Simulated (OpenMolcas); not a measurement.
**Single-point calculation, with input and output: B2Cl4 (part 2 of 2)**

The same run, continued: B2Cl4 (13701-67-2), SMILES ClB(Cl)B(Cl)Cl; B86PBE/ANO-R2, RKS, sfX2C (OpenMolcas 26.06). The geometry comes from this level: GFN2-xTB.

**Output, continued**
```
   1  -896.001388539 -2588.987378413  1262.099621182   0.00E+00    5.84E-01*   1.14E-01*    1.25E+01   3.98E+02   None         2.
   2  -895.241078312 -2605.215755230  1279.088308227   7.60E-01*   2.69E-01*   8.17E-02*    3.69E+00   4.03E+02   EDIIS        2.
   3  -896.401574719 -2600.817382445  1273.529439034  -1.16E+00*   1.22E-01*   2.66E-02*    1.60E+00   4.01E+02   EDIIS        2.
   4  -896.399583381 -2592.507219706  1265.221267633   1.99E-03*   6.35E-03*   1.42E-02*    7.99E-01   3.99E+02   c2DIIS       2.
   5  -896.422722157 -2596.719121914  1269.410031065  -2.31E-02*   1.16E-02*   1.86E-03*    8.46E-02   4.00E+02   QNRc2DIIS    2.
   6  -896.422681768 -2597.002900387  1269.693849927   4.04E-05*   7.18E-03*   2.44E-03*    4.84E-02   4.00E+02   QNRc2DIIS    2.
   7  -896.422795698 -2596.880599606  1269.571435217  -1.14E-04*   2.11E-03*   8.55E-04*    2.70E-02   4.00E+02   QNRc2DIIS    2.
   8  -896.422805195 -2596.851867559  1269.542693673  -9.50E-06*   2.82E-04    1.10E-04     8.03E-03   4.00E+02   QNRc2DIIS    2.
   9  -896.422805402 -2596.849572193  1269.540398100  -2.07E-07*   5.88E-05    1.98E-05     1.37E-03   4.00E+02   QNRc2DIIS    2.
  10  -896.422805411 -2596.852337696  1269.543163594  -9.39E-09*   1.75E-05    2.34E-06     2.55E-04   4.00E+02   QNRc2DIIS    2.
  11  -896.422805411 -2596.852356554  1269.543182452   5.18E-11*   1.04E-05    3.39E-06     7.47E-05   4.00E+02   QNRc2DIIS    2.
  12  -896.422805411 -2596.852241732  1269.543067630  -1.97E-10    9.35E-07    3.21E-07     4.42E-05   4.00E+02   QNRc2DIIS    2.

       Convergence after  12 Iterations
--

 *****************************************************************************************************************************
 *                                             SCF/KS-DFT Program, Final results                                             *
 *                                                       Final Results                                                       *
 *****************************************************************************************************************************

::    Total KS-DFT energy                           -1896.4228054111
      One-electron energy                           -3596.8522417325
      Two-electron energy                            1269.5430676302
      Nuclear repulsion energy                        430.8863686911
      Kinetic energy (interpolated)                  1926.2435074338
      Virial theorem                                    0.9845187268
      Total spin, S(S+1)                                0.0000000000
      Total spin, S                                     0.0000000000
      Max non-diagonal density matrix element           0.0000005688
      Max non-diagonal Fock matrix element              0.0000000991

      All orbitals with orbital energies smaller than  E(LUMO)+0.5 are printed

++    Molecular orbitals:
      -------------------

      Title: RKS-DFT orbitals

      Molecular orbitals for symmetry species 1: a

          Orbital            1         2         3         4         5         6         7         8         9        10
          Energy         -101.0657 -101.0657 -101.0656 -101.0656   -9.2582   -9.2582   -9.2582   -9.2581   -7.0133   -7.0133
          Occ. No.          2.0000    2.0000    2.0000    2.0000    2.0000    2.0000    2.0000    2.0000    2.0000    2.0000

          Orbital           11        12        13        14        15        16        17        18        19        20
          Energy           -7.0133   -7.0132   -7.0097   -7.0097   -7.0096   -7.0096   -7.0065   -7.0065   -7.0064   -7.0064
          Occ. No.          2.0000    2.0000    2.0000    2.0000    2.0000    2.0000    2.0000    2.0000    2.0000    2.0000

          Orbital           21        22        23        24        25        26        27        28        29        30
          Energy           -6.6093   -6.6091   -0.8160   -0.8062   -0.7785   -0.7706   -0.4996   -0.4559   -0.4112   -0.3984
          Occ. No.          2.0000    2.0000    2.0000    2.0000    2.0000    2.0000    2.0000    2.0000    2.0000    2.0000

          Orbital           31        32        33        34        35        36        37        38        39        40
          Energy           -0.3822   -0.3657   -0.3438   -0.3165   -0.3104   -0.3043   -0.2955   -0.2751   -0.2678   -0.1463
          Occ. No.          2.0000    2.0000    2.0000    2.0000    2.0000    2.0000    2.0000    2.0000    2.0000    0.0000

          Orbital           41        42        43        44        45        46        47        48        49        50
          Energy           -0.0323    0.0114    0.0257    0.0293    0.0557    0.0622    0.0679    0.0707    0.0853    0.1335
          Occ. No.          0.0000    0.0000    0.0000    0.0000    0.0000    0.0000    0.0000    0.0000    0.0000    0.0000

          Orbital           51        52        53        54        55        56        57        58        59        60
          Energy            0.1352    0.1500    0.1570    0.1869    0.1871    0.2005    0.2067    0.2075    0.2480    0.2580
          Occ. No.          0.0000    0.0000    0.0000    0.0000    0.0000    0.0000    0.0000    0.0000    0.0000    0.0000

          Orbital           61        62        63        64        65        66        67
          Energy            0.2790    0.3004    0.3161    0.3283    0.3305    0.3367    0.3423
          Occ. No.          0.0000    0.0000    0.0000    0.0000    0.0000    0.0000    0.0000

--

++    Molecular charges:
      ------------------

      Mulliken charges per centre and basis function type
      ---------------------------------------------------

                CL1     B2      CL3     B4      CL5     CL6
      1s       2.0005  2.0212  2.0005  2.0212  2.0005  2.0005
      2s       1.9788  0.9379  1.9788  0.9379  1.9788  1.9788
      2px      2.0019  0.4899  2.0010  0.4903  2.0019  2.0010
      2pz      1.9999  0.5138  2.0007  0.5153  1.9999  2.0007
      2py      2.0002  0.6074  2.0003  0.6054  2.0002  2.0003
      3s       1.8320  0.0372  1.8320  0.0372  1.8320  1.8320
      3px      1.5279  0.1148  1.6959  0.1150  1.5261  1.6974
      3pz      1.8102  0.0285  1.6644  0.0289  1.8113  1.6631
      3py      1.7784  0.0450  1.7564  0.0444  1.7793  1.7560
      4s       0.0017  0.0093  0.0017  0.0093  0.0017  0.0017
      3d2+     0.0135  0.0515  0.0096  0.0512  0.0135  0.0096
      3d1+     0.0101  0.0513  0.0120  0.0515  0.0101  0.0121
      3d0      0.0057  0.0306  0.0066  0.0308  0.0057  0.0067
      3d1-     0.0021  0.0172  0.0083  0.0171  0.0021  0.0084
      3d2-     0.0150  0.0512  0.0098  0.0511  0.0149  0.0097
      4px     -0.0028 -0.0027 -0.0018 -0.0027 -0.0028 -0.0018
      4pz      0.0005 -0.0020 -0.0004 -0.0020  0.0005 -0.0004
      4py     -0.0018 -0.0032 -0.0019 -0.0032 -0.0017 -0.0019
      5s      -0.0004  0.0000 -0.0004  0.0000 -0.0004 -0.0004
      4d2+    -0.0002  0.0016 -0.0001  0.0017 -0.0002 -0.0001
      4d1+    -0.0001  0.0059 -0.0002  0.0060 -0.0001 -0.0002
      4d0     -0.0001  0.0035 -0.0000  0.0035 -0.0001 -0.0000
      4d1-     0.0000 -0.0006 -0.0001 -0.0006  0.0000 -0.0001
      4d2-    -0.0002  0.0083 -0.0001  0.0081 -0.0002 -0.0001
      5px     -0.0008  0.0003 -0.0005  0.0003 -0.0008 -0.0005
      5pz     -0.0001  0.0004 -0.0003  0.0004 -0.0001 -0.0003
      5py     -0.0004  0.0005 -0.0004  0.0004 -0.0004 -0.0004
      4f3+     0.0013  0.0065  0.0008  0.0064  0.0013  0.0008
      4f2+     0.0005  0.0043  0.0009  0.0043  0.0005  0.0009
      4f1+     0.0005  0.0037  0.0008  0.0037  0.0005  0.0008
      4f0      0.0005  0.0025  0.0003  0.0025  0.0005  0.0004
      4f1-     0.0002  0.0029  0.0003  0.0029  0.0001  0.0003
      4f2-     0.0004  0.0046  0.0008  0.0045  0.0004  0.0008
      4f3-     0.0010  0.0041  0.0006  0.0041  0.0010  0.0006
      5d2+    -0.0001  0.0000  0.0001  0.0000 -0.0001  0.0001
      5d1+     0.0002  0.0000 -0.0001  0.0000  0.0002 -0.0001
      5d0      0.0000  0.0000  0.0001  0.0000  0.0000  0.0001
      5d1-     0.0001  0.0000  0.0001  0.0000  0.0001  0.0001
      5d2-    -0.0001  0.0000 -0.0001  0.0000 -0.0001 -0.0001
      Total   16.9763  5.0472 16.9765  5.0472 16.9765 16.9762

      N-E      0.0237 -0.0472  0.0235 -0.0472  0.0235  0.0238

      Total electronic charge=   78.000000

      Total            charge=   -0.000000
--

++    Static properties:
      ------------------

      LoProp Charges per center

                   CL1      B2       CL3      B4       CL5      CL6
      Nuclear     17.0000   5.0000  17.0000   5.0000  17.0000  17.0000
      Electronic -16.9490  -5.1017 -16.9493  -5.1017 -16.9493 -16.9490

      Total        0.0510  -0.1017   0.0507  -0.1017   0.0507   0.0510
--

++    Natural Bond Order analysis
      ---------------------------
      Based on LoProp computed density
      -------------------------------------------------------------------------------------
      Atom A       Atom B       Bond Order
        B2           B4             0.799
      -------------------------------------------------------------------------------------
      NBO located      1.599 electrons involved in    1 bonds.
      NBO located      0.915 non-bonded electrons on atom CL1
      NBO located      1.000 non-bonded electrons on atom CL1
      NBO located      1.000 non-bonded electrons on atom CL1
      NBO located      0.998 non-bonded electrons on atom CL1
      NBO located      1.000 non-bonded electrons on atom CL1
      NBO located      1.000 non-bonded electrons on atom CL1
      NBO located      0.982 non-bonded electrons on atom B2
      NBO located      0.969 non-bonded electrons on atom CL3
      NBO located      0.998 non-bonded electrons on atom CL3
      NBO located      0.998 non-bonded electrons on atom CL3
      NBO located      0.999 non-bonded electrons on atom CL3
      NBO located      1.000 non-bonded electrons on atom CL3
      NBO located      1.000 non-bonded electrons on atom CL3
      NBO located      0.982 non-bonded electrons on atom B4
      NBO located      0.914 non-bonded electrons on atom CL5
      NBO located      1.000 non-bonded electrons on atom CL5
      NBO located      1.000 non-bonded electrons on atom CL5
      NBO located      0.998 non-bonded electrons on atom CL5
      NBO located      1.000 non-bonded electrons on atom CL5
      NBO located      1.000 non-bonded electrons on atom CL5
      NBO located      0.969 non-bonded electrons on atom CL6
      NBO located      0.998 non-bonded electrons on atom CL6
      NBO located      0.998 non-bonded electrons on atom CL6
      NBO located      0.999 non-bonded electrons on atom CL6
      NBO located      1.000 non-bonded electrons on atom CL6
      NBO located      1.000 non-bonded electrons on atom CL6
      The remaining   14.037 electrons are to be considered as diffuse
--

++    Molecular properties:
      ---------------------

      Charge (e):
                      =   -0.0000
      Dipole Moment (debye):
      Origin of the operator (angstrom)=    0.0004   -0.0008   -0.0010
                   X= -5.4511E-03               Y=  4.1905E-03               Z=  4.2170E-03           Total=  8.0659E-03
      Quadrupole Moment (debye*angstrom):
      Origin of the operator (angstrom)=    0.0004   -0.0008   -0.0010
                  XX= -6.0557E+01              XY= -5.3892E-01              XZ= -1.0654E-01              YY= -6.1066E+01
                  YZ=  1.4358E+00              ZZ= -6.0130E+01
      In traceless form (debye*angstrom)
                  XX=  4.1540E-02              XY= -8.0838E-01              XZ= -1.5981E-01              YY= -7.2239E-01
                  YZ=  2.1537E+00              ZZ=  6.8085E-01
--

--- Stop Module: scf /rc=_RC_ALL_IS_WELL_ ---
--- Module scf spent 28 seconds ---

.##################.
.# Happy landing! #.
.##################.

    Timing: Wall=67.26 User=62.46 System=4.73
```

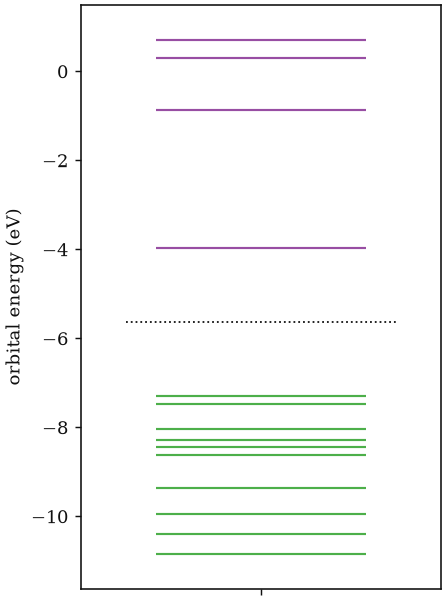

Orbital energies near the frontier; the dotted line parts filled from empty levels, and levels within 0.02 eV of each other stand side by side. Highest filled −7.29 eV, lowest empty −3.98 eV, 3.31 eV apart.

This output came from the following input.

**The input**
```
>>> EXPORT MOLCAS_PRINT=2

&gateway
 coord
 6
 bohr
 Cl    -3.35745751    -2.57843681     0.87001101
 B     -0.37267289    -1.29461357     0.88996652
 Cl     1.83917595    -2.76963930     2.75934029
 B      0.36709820     1.30434566    -0.87772109
 Cl     3.36176608     2.56707956    -0.88153834
 Cl    -1.83790983     2.77126446    -2.76005839
 basis
 ANO-R2
 group
 NoSym
 ricd
 rx2c

&seward
 expert

&scf
 ksdft
 B86PBE
 prorbitals
 1 1
```

Run as:
```bash
export MOLCAS_MEM=1860
pymolcas job.input > job.log
```

**Summary**

| quantity | value |
| --- | --- |
| outcome | converged |
| total energy | −1896.422805 hartree |
| basis functions | 222 |
| HOMO | −7.29 eV |
| LUMO | −3.98 eV |
| dipole moment | 0.01 debye |
| hardware | 1 thread of Intel Xeon @ 2.50GHz (Skylake/Cascade Lake), 16 GiB of memory available, shared host |
| wall time | 68 s |
| peak memory | 0.71 GiB |
